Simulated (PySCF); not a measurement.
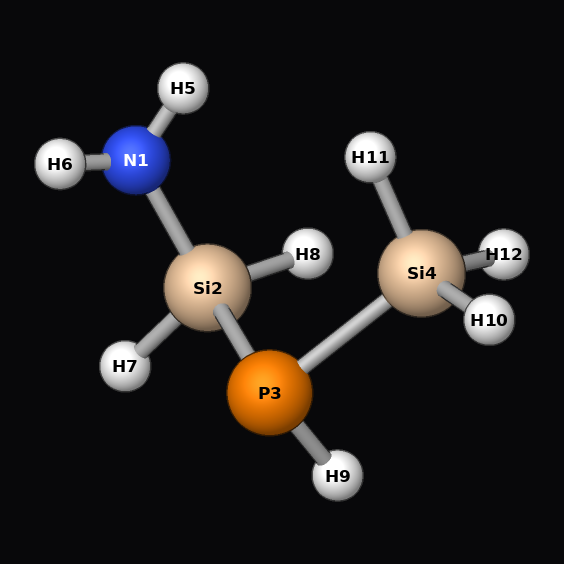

The geometry was computed by an optimisation with PBE0-D3(BJ)/def2-SVP. No frequency run is at hand to confirm it as a minimum. Method: GIAO BLYP/pcSseg-2 NMR shielding, non-relativistic, gas phase (PySCF 2.14.0). Principal shieldings σ11 ≤ σ22 ≤ σ33, span Ω = σ33 − σ11, skew κ = 3(σiso − σ22)/Ω.

Give the shielding tensors of the N atoms.

```
atom    σ11    σ22    σ33   σiso     Ω     κ
  N1  221.5  239.1  273.5  244.7  52.0  0.32
```

Shieldings and span in ppm.
